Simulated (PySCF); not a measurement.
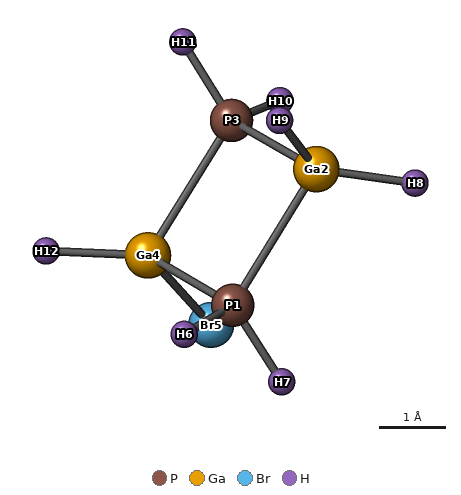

*The structure (ball-and-stick view, seen at a tilt; atoms are numbered from 1 in the order of the input). Sticks mark near contacts.*

Bond lengths as drawn: Br–Ga 2.33 Å, Ga–H 1.56 to 1.57 Å, Ga–P 2.43 to 2.45 Å and H–P 1.42 Å.

Run report: Ga₂P₂H₇Br, core-level calculation

- system: Ga₂P₂H₇Br, SMILES [Br][GaH-]1[PH2+][GaH2-][PH2+]1
- method: delta-SCF UKS SCAN, pcX-2 on the ionised atom, pcseg-1 elsewhere, spin-free X2C (PySCF 2.14.0)

The program's output:
```
ground state, core basis on atom 2 (P), 194 functions
  cycle   1  E = -7166.62756638  |g| = 3.28e-01
  cycle   2  E = -7166.61948580  |g| = 3.48e-01
  cycle   3  E = -7166.65716242  |g| = 7.91e-02
  cycle   4  E = -7166.65948018  |g| = 2.61e-02
  cycle   5  E = -7166.65969025  |g| = 6.63e-03
  cycle   6  E = -7166.65970601  |g| = 1.65e-03
  cycle   7  E = -7166.65970671  |g| = 5.35e-04
  cycle   8  E = -7166.65970282  |g| = 1.16e-04
  E(ground) = -7167.33199688 Eh
hole in P 2p of atom 2
  cycle   1  E = -7161.20292299  |g| = 1.39e+00
  cycle   2  E = -7158.86792911  |g| = 2.03e+00
  cycle   3  E = -7161.26204223  |g| = 6.37e-01
  cycle   4  E = -7161.60564147  |g| = 1.30e-01
  cycle   5  E = -7161.61053423  |g| = 7.28e-02
  cycle   6  E = -7161.61400583  |g| = 2.73e-02
  cycle   7  E = -7161.61450822  |g| = 6.24e-03
  cycle   8  E = -7161.61453177  |g| = 3.32e-03
  cycle   9  E = -7161.61453599  |g| = 9.99e-04
  cycle  10  E = -7161.61453982  |g| = 5.39e-04
  cycle  11  E = -7161.61453757  |g| = 2.19e-04
  E(ion) = -7162.29749194 Eh   <S^2> = 0.7538   hole on atom = 1.002   binding energy = 136.996 eV
  2p3/2 = 136.653 eV   2p1/2 = 137.541 eV
```

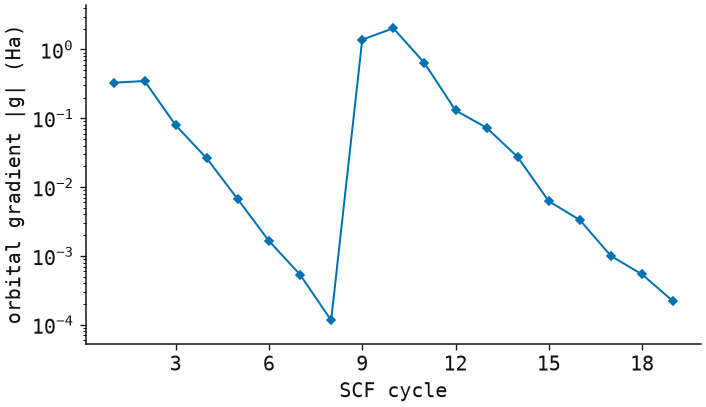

*Convergence of the self-consistent field: orbital gradient |g| against the SCF cycle.*

All cycles printed in the log are drawn one after another.

The run was set up as follows.

Input:
```
{"job": {"kind": "xps", "holes": 5}, "charge": 0, "multiplicity": 1}
P      0.666227    -1.478126    -0.238803
Ga    -0.901925    -0.201904    -1.620442
P     -0.576626     1.522768     0.087058
Ga     0.998484     0.252378     1.432516
Br    -0.239635    -0.445216     3.279926
H      1.829204    -1.956139    -0.891985
H      0.176023    -2.674521     0.336710
H     -2.338313    -0.808889    -1.537862
H     -0.148618     0.254313    -2.915076
H     -1.718233     1.891675     0.837739
H     -0.144795     2.789859    -0.376887
H      2.436330     0.822973     1.626864
```

The first line tells a small driver script what to run in PySCF; the rest is the geometry in Å.

Run as:
```bash
OMP_NUM_THREADS=1 python <driver script> task.json out
```

Summary:

- outcome: converged
- hardware: 1 CPU thread, shared host
- wall time: 18 s
- peak memory: 0.51 GiB
